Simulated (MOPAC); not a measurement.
**Frequency calculation, with input and output: C2H6ClNSi (part 3 of 3)**

Continued. System: C2H6ClNSi, SMILES CN(C)[Si]Cl. Method: PM6-D3H4, closed shell, dispersion D3H4 (MOPAC 23.2.5). The geometry was optimised with PM6-D3H4.

Log, continued
```
 VIBRATION          5    2B1          ATOM PAIR      ENERGY CONTRIBUTION    RADIAL
 FREQUENCY           166.35         C  1 -- H  7         +16.3% (243.0%)      0.0%
 TRANSITION DIPOLE   0.0008         C  3 -- H  9         +16.3% (243.0%)      0.0%
 TRAVEL (Ang.)       0.0000         C  1 -- H  8         +16.2% (242.3%)      0.9%
 REDUCED MASS        0.2222         C  1 -- H  6         +16.2% (242.3%)      1.0%
 EFFECTIVE MASS      4.2781         C  3 -- H 11         +16.2% (242.3%)      1.0%
 FORCE CONSTANT      0.0036         C  3 -- H 10         +16.2% (242.3%)      0.9%

 VIBRATION          6    1A1          ATOM PAIR      ENERGY CONTRIBUTION    RADIAL
 FREQUENCY           305.42         C  1 -- Si 4         +11.3% (146.2%)     46.3%
 TRANSITION DIPOLE   0.5092         C  3 -- Si 4         +11.3% (146.2%)     46.3%
 TRAVEL (Ang.)       0.2036         C  1 -- N  2         +10.5% (141.4%)      0.4%
 REDUCED MASS        5.3281         N  2 -- C  3         +10.5% (141.4%)      0.4%
 EFFECTIVE MASS     41.1756
 FORCE CONSTANT      0.2928

 VIBRATION          7    3B1          ATOM PAIR      ENERGY CONTRIBUTION    RADIAL
 FREQUENCY           331.29         N  2 -- C  3         +21.2% (129.2%)      0.0%
 TRANSITION DIPOLE   0.7091         C  1 -- N  2         +21.2% (129.2%)      0.0%
 TRAVEL (Ang.)       0.1779         N  2 -- Si 4         +16.6% (114.1%)      0.0%
 REDUCED MASS        6.4291         C  3 -- H 11          +6.6% ( 71.8%)     27.2%
 EFFECTIVE MASS     21.5223
 FORCE CONSTANT      0.4157

 VIBRATION          8    2A1          ATOM PAIR      ENERGY CONTRIBUTION    RADIAL
 FREQUENCY           470.32         C  1 -- N  2         +14.5% (107.6%)      0.0%
 TRANSITION DIPOLE   0.9332         N  2 -- C  3         +14.5% (107.6%)      0.0%
 TRAVEL (Ang.)       0.1793         Si 4 -- Cl 5          +9.7% ( 87.8%)    100.0%
 REDUCED MASS        4.4615         C  1 -- Si 4          +9.2% ( 85.8%)     22.9%
 EFFECTIVE MASS     26.2546
 FORCE CONSTANT      0.5815

 VIBRATION          9    3A1          ATOM PAIR      ENERGY CONTRIBUTION    RADIAL
 FREQUENCY           809.46         N  2 -- Si 4         +15.4% ( 79.5%)    100.0%
 TRANSITION DIPOLE   2.3350         C  3 -- Si 4         +14.8% ( 78.0%)     98.0%
 TRAVEL (Ang.)       0.1031         C  1 -- Si 4         +14.8% ( 78.0%)     98.0%
 REDUCED MASS        7.8311         Si 4 -- Cl 5         +10.0% ( 64.0%)    100.0%
 EFFECTIVE MASS     20.6511
 FORCE CONSTANT      3.0232

 VIBRATION         10    4A1          ATOM PAIR      ENERGY CONTRIBUTION    RADIAL
 FREQUENCY          1019.97         C  3 -- H  9         +13.5% ( 61.2%)     62.9%
 TRANSITION DIPOLE   0.8950         C  1 -- H  7         +13.5% ( 61.2%)     62.9%
 TRAVEL (Ang.)       0.2504         N  2 -- C  3         +11.2% ( 55.7%)    100.0%
 REDUCED MASS        1.0545         C  1 -- N  2         +11.2% ( 55.7%)    100.0%
 EFFECTIVE MASS      7.4391
 FORCE CONSTANT      0.6463

 VIBRATION         11    3B2          ATOM PAIR      ENERGY CONTRIBUTION    RADIAL
 FREQUENCY          1034.41         C  1 -- H  7         +20.5% ( 63.9%)      7.5%
 TRANSITION DIPOLE   0.2661         C  3 -- H  9         +20.5% ( 63.9%)      7.5%
 TRAVEL (Ang.)       0.4161         C  3 -- H 10          +9.9% ( 44.5%)     11.7%
 REDUCED MASS        0.3766         C  1 -- H  6          +9.9% ( 44.5%)     11.6%
 EFFECTIVE MASS      3.2328
 FORCE CONSTANT      0.2374

 VIBRATION         12    2A2          ATOM PAIR      ENERGY CONTRIBUTION    RADIAL
 FREQUENCY          1044.27         C  3 -- H 11         +18.1% ( 56.7%)     11.9%
 TRANSITION DIPOLE   0.0000         C  1 -- H  8         +18.1% ( 56.7%)     11.8%
 TRAVEL (Ang.)       0.4310         C  1 -- H  6         +18.1% ( 56.7%)     11.8%
 REDUCED MASS        0.3477         C  3 -- H 10         +18.1% ( 56.7%)     11.8%
 EFFECTIVE MASS      2.7226
 FORCE CONSTANT      0.2234

 VIBRATION         13    4B1          ATOM PAIR      ENERGY CONTRIBUTION    RADIAL
 FREQUENCY          1094.54         C  1 -- H  6         +16.7% ( 51.1%)     13.0%
 TRANSITION DIPOLE   0.1753         C  3 -- H 11         +16.7% ( 51.1%)     13.1%
 TRAVEL (Ang.)       0.3767         C  1 -- H  8         +16.7% ( 51.1%)     13.0%
 REDUCED MASS        0.4342         C  3 -- H 10         +16.7% ( 51.1%)     12.9%
 EFFECTIVE MASS      3.4421
 FORCE CONSTANT      0.3065

 VIBRATION         14    4B2          ATOM PAIR      ENERGY CONTRIBUTION    RADIAL
 FREQUENCY          1243.06         N  2 -- C  3         +24.1% ( 80.4%)     83.9%
 TRANSITION DIPOLE   0.1093         C  1 -- N  2         +24.1% ( 80.4%)     83.9%
 TRAVEL (Ang.)       0.1025         N  2 -- Si 4         +12.1% ( 56.9%)      0.0%
 REDUCED MASS        5.1672         C  3 -- H 11          +5.1% ( 37.0%)      5.2%
 EFFECTIVE MASS     12.5382
 FORCE CONSTANT      4.7043

 VIBRATION         15    5A1          ATOM PAIR      ENERGY CONTRIBUTION    RADIAL
 FREQUENCY          1311.63         C  1 -- N  2         +21.8% ( 67.1%)     38.1%
 TRANSITION DIPOLE   0.1100         N  2 -- C  3         +21.8% ( 67.1%)     38.1%
 TRAVEL (Ang.)       0.1232         N  2 -- Si 4         +17.4% ( 60.0%)    100.0%
 REDUCED MASS        3.3870         C  1 -- H  7          +6.0% ( 35.2%)      5.6%
 EFFECTIVE MASS      9.9707
 FORCE CONSTANT      3.4332

 VIBRATION         16    3A2          ATOM PAIR      ENERGY CONTRIBUTION    RADIAL
 FREQUENCY          1334.01         C  1 -- H  7         +24.7% ( 43.9%)      0.0%
 TRANSITION DIPOLE   0.0000         C  3 -- H  9         +24.7% ( 43.9%)      0.0%
 TRAVEL (Ang.)       0.4969         C  3 -- H 11         +10.8% ( 29.0%)     12.5%
 REDUCED MASS        0.2047         C  1 -- H  8         +10.8% ( 29.0%)     12.3%
 EFFECTIVE MASS      1.4889         C  1 -- H  6         +10.8% ( 29.0%)     12.4%
 FORCE CONSTANT      0.2147         C  3 -- H 10         +10.8% ( 29.0%)     12.3%

 VIBRATION         17    5B2          ATOM PAIR      ENERGY CONTRIBUTION    RADIAL
 FREQUENCY          1341.78         C  1 -- H  8         +20.7% ( 40.5%)      2.1%
 TRANSITION DIPOLE   0.3187         C  3 -- H 10         +20.7% ( 40.5%)      2.1%
 TRAVEL (Ang.)       0.4848         C  3 -- H 11         +20.7% ( 40.5%)      2.0%
 REDUCED MASS        0.2138         C  1 -- H  6         +20.7% ( 40.5%)      2.1%
 EFFECTIVE MASS      1.5170
 FORCE CONSTANT      0.2268

 VIBRATION         18    5B1          ATOM PAIR      ENERGY CONTRIBUTION    RADIAL
 FREQUENCY          1342.71         C  3 -- H  9         +23.9% ( 42.5%)      0.0%
 TRANSITION DIPOLE   0.5819         C  1 -- H  7         +23.9% ( 42.5%)      0.0%
 TRAVEL (Ang.)       0.5075         C  1 -- H  6         +11.4% ( 29.3%)     11.0%
 REDUCED MASS        0.1950         C  3 -- H 11         +11.4% ( 29.3%)     11.1%
 EFFECTIVE MASS      1.4368         C  1 -- H  8         +11.4% ( 29.3%)     10.9%
 FORCE CONSTANT      0.2071         C  3 -- H 10         +11.4% ( 29.3%)     10.9%

 VIBRATION         19    6A1          ATOM PAIR      ENERGY CONTRIBUTION    RADIAL
 FREQUENCY          1355.64         C  1 -- H  6         +17.0% ( 36.8%)      0.5%
 TRANSITION DIPOLE   0.5369         C  3 -- H 11         +17.0% ( 36.8%)      0.5%
 TRAVEL (Ang.)       0.4710         C  3 -- H 10         +17.0% ( 36.8%)      0.6%
 REDUCED MASS        0.2242         C  1 -- H  8         +17.0% ( 36.8%)      0.5%
 EFFECTIVE MASS      2.0642
 FORCE CONSTANT      0.2428

 VIBRATION         20    6B2          ATOM PAIR      ENERGY CONTRIBUTION    RADIAL
 FREQUENCY          1404.35         C  3 -- H  9         +16.8% ( 39.5%)      1.2%
 TRANSITION DIPOLE   0.5505         C  1 -- H  7         +16.8% ( 39.5%)      1.2%
 TRAVEL (Ang.)       0.5098         C  3 -- H 10         +14.1% ( 36.2%)      1.2%
 REDUCED MASS        0.1848         C  1 -- H  6         +14.1% ( 36.2%)      1.2%
 EFFECTIVE MASS      1.6898         C  3 -- H 11         +14.1% ( 36.2%)      1.2%
 FORCE CONSTANT      0.2147         C  1 -- H  8         +14.1% ( 36.2%)      1.2%

 VIBRATION         21    7A1          ATOM PAIR      ENERGY CONTRIBUTION    RADIAL
 FREQUENCY          1415.52         C  1 -- H  8         +15.0% ( 38.7%)      0.9%
 TRANSITION DIPOLE   0.2829         C  3 -- H 10         +15.0% ( 38.7%)      0.9%
 TRAVEL (Ang.)       0.4771         C  1 -- H  6         +15.0% ( 38.7%)      0.9%
 REDUCED MASS        0.2092         C  3 -- H 11         +15.0% ( 38.7%)      0.9%
 EFFECTIVE MASS      2.0137         C  1 -- H  7         +13.7% ( 37.1%)      3.2%
 FORCE CONSTANT      0.2470         C  3 -- H  9         +13.7% ( 37.1%)      3.2%

 VIBRATION         22    7B2          ATOM PAIR      ENERGY CONTRIBUTION    RADIAL
 FREQUENCY          2636.56         C  3 -- H  9         +32.5% ( 59.5%)     99.6%
 TRANSITION DIPOLE   0.4553         C  1 -- H  7         +32.5% ( 59.5%)     99.6%
 TRAVEL (Ang.)       0.3202         C  3 -- H 11          +8.3% ( 30.0%)     88.5%
 REDUCED MASS        0.2494         C  1 -- H  8          +8.3% ( 30.0%)     88.7%
 EFFECTIVE MASS      1.4325
 FORCE CONSTANT      1.0215

 VIBRATION         23    4A2          ATOM PAIR      ENERGY CONTRIBUTION    RADIAL
 FREQUENCY          2639.11         C  1 -- H  6         +24.4% ( 51.5%)     98.3%
 TRANSITION DIPOLE   0.0000         C  3 -- H 11         +24.4% ( 51.5%)     98.3%
 TRAVEL (Ang.)       0.3214         C  3 -- H 10         +24.4% ( 51.5%)     98.3%
 REDUCED MASS        0.2473         C  1 -- H  8         +24.4% ( 51.5%)     98.3%
 EFFECTIVE MASS      1.4316
 FORCE CONSTANT      1.0148

 VIBRATION         24    8A1          ATOM PAIR      ENERGY CONTRIBUTION    RADIAL
 FREQUENCY          2639.34         C  1 -- H  7         +33.0% ( 59.8%)     99.7%
 TRANSITION DIPOLE   0.5033         C  3 -- H  9         +33.0% ( 59.8%)     99.7%
 TRAVEL (Ang.)       0.3172         C  1 -- H  8          +8.0% ( 29.5%)     88.2%
 REDUCED MASS        0.2539         C  3 -- H 10          +8.0% ( 29.5%)     88.3%
 EFFECTIVE MASS      1.4489
 FORCE CONSTANT      1.0420

 VIBRATION         25    6B1          ATOM PAIR      ENERGY CONTRIBUTION    RADIAL
 FREQUENCY          2641.26         C  3 -- H 11         +24.4% ( 51.4%)     98.4%
 TRANSITION DIPOLE   0.6826         C  3 -- H 10         +24.4% ( 51.4%)     98.3%
 TRAVEL (Ang.)       0.3215         C  1 -- H  8         +24.4% ( 51.4%)     98.3%
 REDUCED MASS        0.2470         C  1 -- H  6         +24.4% ( 51.4%)     98.4%
 EFFECTIVE MASS      1.4308
 FORCE CONSTANT      1.0153

 VIBRATION         26    8B2          ATOM PAIR      ENERGY CONTRIBUTION    RADIAL
 FREQUENCY          2816.85         C  3 -- H 11         +16.8% ( 38.5%)     97.9%
 TRANSITION DIPOLE   0.3788         C  3 -- H 10         +16.8% ( 38.5%)     97.9%
 TRAVEL (Ang.)       0.3819         C  1 -- H  6         +16.8% ( 38.5%)     97.9%
 REDUCED MASS        0.1641         C  1 -- H  8         +16.7% ( 38.5%)     97.9%
 EFFECTIVE MASS      1.0891         C  3 -- H  9         +16.3% ( 38.0%)     97.6%
 FORCE CONSTANT      0.7673         C  1 -- H  7         +16.3% ( 38.0%)     97.6%

 VIBRATION         27    9A1          ATOM PAIR      ENERGY CONTRIBUTION    RADIAL
 FREQUENCY          2817.60         C  1 -- H  8         +17.0% ( 38.8%)     97.7%
 TRANSITION DIPOLE   0.3953         C  1 -- H  6         +17.0% ( 38.8%)     97.8%
 TRAVEL (Ang.)       0.3815         C  3 -- H 10         +17.0% ( 38.8%)     97.8%
 REDUCED MASS        0.1644         C  3 -- H 11         +17.0% ( 38.8%)     97.7%
 EFFECTIVE MASS      1.0912         C  1 -- H  7         +15.8% ( 37.4%)     97.6%
 FORCE CONSTANT      0.7690         C  3 -- H  9         +15.8% ( 37.4%)     97.6%

      SYMMETRY NUMBER FOR POINT-GROUP C2v =  2

          SYSTEM IS A GROUND STATE

          MOLECULE IS NOT LINEAR

          THERE ARE 27 GENUINE VIBRATIONS IN THIS SYSTEM
          THIS THERMODYNAMICS CALCULATION IS LIMITED TO
          MOLECULES WHICH HAVE NO INTERNAL ROTATIONS

                    CALCULATED THERMODYNAMIC PROPERTIES
                                          *
   TEMP. (K)   PARTITION FUNCTION   H.O.F.    ENTHALPY  HEAT CAPACITY ENTROPY
                                   KCAL/MOL   CAL/MOLE    CAL/K/MOL  CAL/K/MOL

 298.00  VIB.     0.1602D+03                  3022.3799    17.2140    20.2303
         ROT.     0.1151D+06                   888.2803     2.9808    26.1394
         INT.     0.1845D+08                  3910.6602    20.1948    46.3698
         TRA.     0.1079D+28                  1480.4672     4.9680    39.9345
         TOT.                       -7.012    5391.1274    25.1628    86.3043

 200.00  VIB.     0.2709D+02                  1533.6830    13.2729    14.2245
         ROT.     0.6330D+05                   596.1613     2.9808    24.9508
         INT.     0.1715D+07                  2129.8442    16.2537    39.1753
         TRA.     0.5934D+27                   993.6021     4.9680    37.9534
         TOT.                       -9.279    3123.4464    21.2217    77.1287

 400.00  VIB.     0.8518D+03                  5009.1575    21.7536    25.9313
         ROT.     0.1791D+06                  1192.3226     2.9808    27.0169
         INT.     0.1525D+09                  6201.4800    24.7344    52.9482
         TRA.     0.1678D+28                  1987.2043     4.9680    41.3970
         TOT.                       -4.214    8188.6843    29.7024    94.3452

 600.00  VIB.     0.1686D+05                 10183.6489    29.6439    36.3133
         ROT.     0.3289D+06                  1788.4838     2.9808    28.2255
         INT.     0.5545D+10                 11972.1327    32.6247    64.5389
         TRA.     0.3083D+28                  2980.8064     4.9680    43.4113
         TOT.                        2.550   14952.9391    37.5927   107.9502

   *: NOTE: HEATS OF FORMATION ARE RELATIVE TO THE
            ELEMENTS IN THEIR STANDARD STATE AT 298K
              (=  Standard Enthalpy of Formation).

            Hvib:  Zero-point energy is not included.
                   frequencies of less than zero cm-1 are not included.
            Hrot = (3/2)RT
            Htra = (3/2)RT + pV = (5/2)RT

            Heat capacity is Cp, not Cv

           FORCE CONSTANT IN CARTESIAN COORDINATES (Millidynes/A)

    ATOM   CHEMICAL       X               Y               Z
   NUMBER   SYMBOL  FORCE CONSTANT  FORCE CONSTANT  FORCE CONSTANT

      1       C        7.066648        6.363334        5.873208
      2       N        8.083872        8.727414        1.642528
      3       C        6.531268        6.898714        5.873208
      4      Si        2.404049        5.251003        0.192087
      5      Cl        0.778989        1.742867        0.026134
      6       H        1.211675        1.372465        2.916753
      7       H        1.209433        3.655126        0.601932
      8       H        1.212426        1.374014        2.914452
      9       H        4.065168        0.799391        0.601932
     10       H        0.961444        1.622695        2.916753
     11       H        0.962088        1.624353        2.914451

 *                    *
 * JOB ENDED NORMALLY *
 *                    *

 TOTAL JOB TIME:             0.28 SECONDS

 == MOPAC DONE ==
```

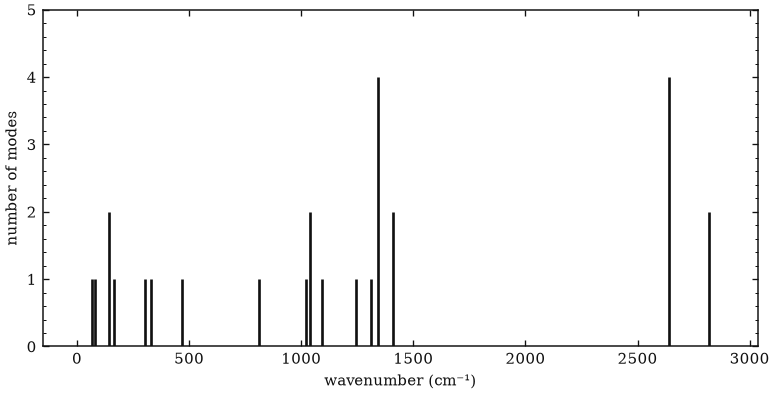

Figure 1. Harmonic vibrational wavenumbers from the force constants; neighbouring modes closer than 13 cm⁻¹ are counted in one stick. 27 modes from 66 to 2818 cm⁻¹, none imaginary.

This output came from the following input.

The input (job.mop)
```
THERMO(200,600,200) FORCE PM6-D3H4 AUX(PRECISION=9) THREADS=1


C -0.220616 1 1.295643 1 -0.680346 1
N 0.012441 1 -0.046312 1 -0.080336 1
C 0.004055 1 -0.026545 1 1.407856 1
Si 0.263485 1 -1.463081 1 -1.004386 1
Cl 0.555456 1 -3.118252 1 -2.083569 1
H 0.582581 1 2.006292 1 -0.358306 1
H -0.203797 1 1.213233 1 -1.799442 1
H -1.218465 1 1.691797 1 -0.362234 1
H 0.186011 1 -1.063355 1 1.796889 1
H 0.811692 1 0.649107 1 1.788703 1
H -0.988699 1 0.330940 1 1.782696 1
```

Run as:
```bash
mopac job.mop
```

Summary

- outcome: converged
- heat of formation: −7.01 kcal/mol
- basis functions: 36
- zero-point energy: 0.076654 hartree
- wavenumbers, lowest and highest: 66 and 2818 cm⁻¹
- hardware: 1 thread of AMD EPYC (Zen 3), 176 GiB of memory available, shared host
- peak memory: 0.096 GiB

MOPAC's energies along a path are heats of formation.
